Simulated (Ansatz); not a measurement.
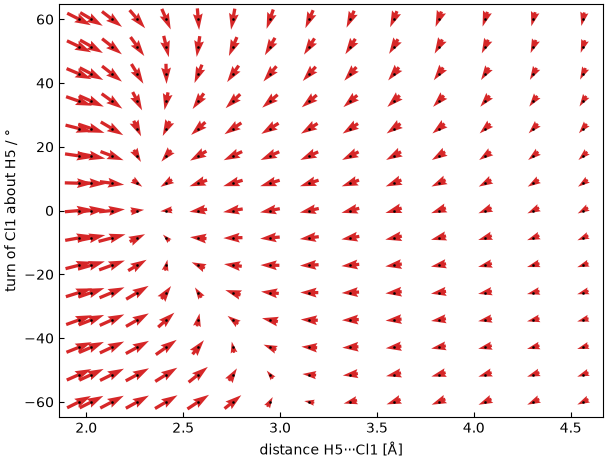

The pair Cl···H₃N, charge −1. The turn is about an axis along (0.74, 0.67, −0.06) in the frame of the relaxed pair, normal to the line between the partners. Coordinates scanned: (1) distance H5···Cl1; (2) turn of Cl1 about H5. The scan uses a 15 × 15 grid. Points are written as (first, second). Level of theory: Ansatz, RKS PBE0-D4/def2-TZVPD.

In the figure: dots at the grid points, arrows along the force (downhill), their lengths compressed.

The arrows alone are given. Where is the energy lowest?

The arrows converge at about (2.337 Å, 0°) (read from the interpolated surface).

The energy map of the same scan:

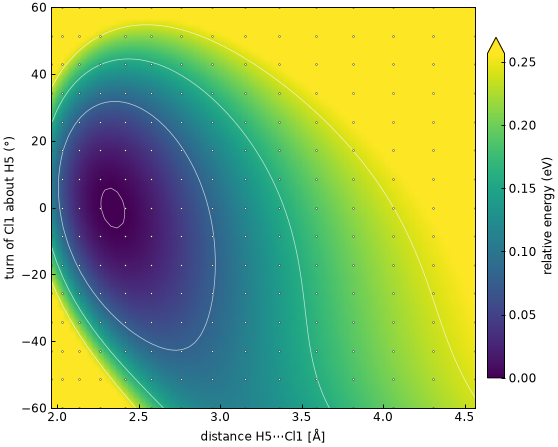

Energies are in eV, from the lowest grid point; between grid points the surface is interpolated.
